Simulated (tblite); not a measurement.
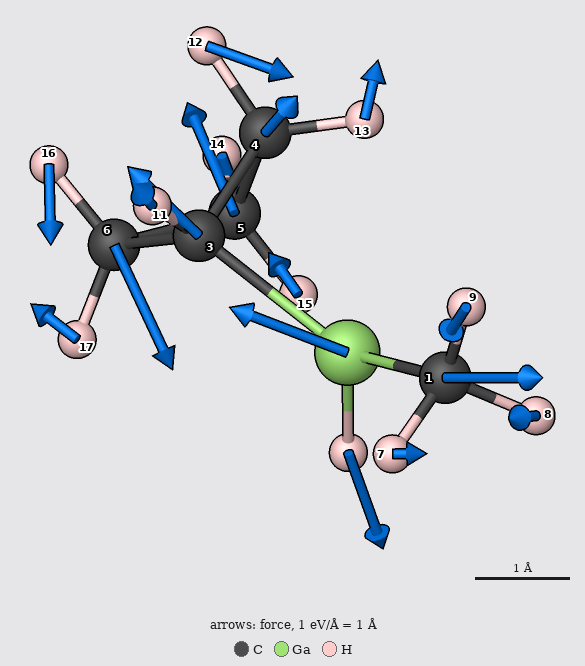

Starting geometry of C$_{5}$H$_{11}$Ga with the computed forces as blue arrows. Style: ball-and-stick. Shown from a free direction.

All numbers below come from GFN2-xTB geometry optimisation, gas phase in tblite 0.8.0. 

Q: Is this structure relaxed? If not, where do the atoms go?

A: It isn't relaxed: the largest force vector, on a C atom, is 1.63 eV/Å. The final displacements have little in common with the starting forces (cosine between the two patterns 0.18). An H atom moves most after the best rigid fit: 1.42 Å. Largest moves by element: H 1.42 Å, Ga 0.72 Å, C 0.27 Å. Some distances before and after: C–Ga 2.902 → 3.283 Å, Ga–H 1.488 → 1.608 Å, C–Ga 1.939 → 2.039 Å, C–Ga 2.022 → 2.063 Å. Among the angles between lasting bonds that change: Ga–C–H 127.3° → 110.5°, Ga–C–C 97.4° → 109.7°, Ga–C–C 119.6° → 107.3°. Groups turn about C–C by about 20°. After 121 geometry steps the energy has fallen by 94.6 kJ/mol.
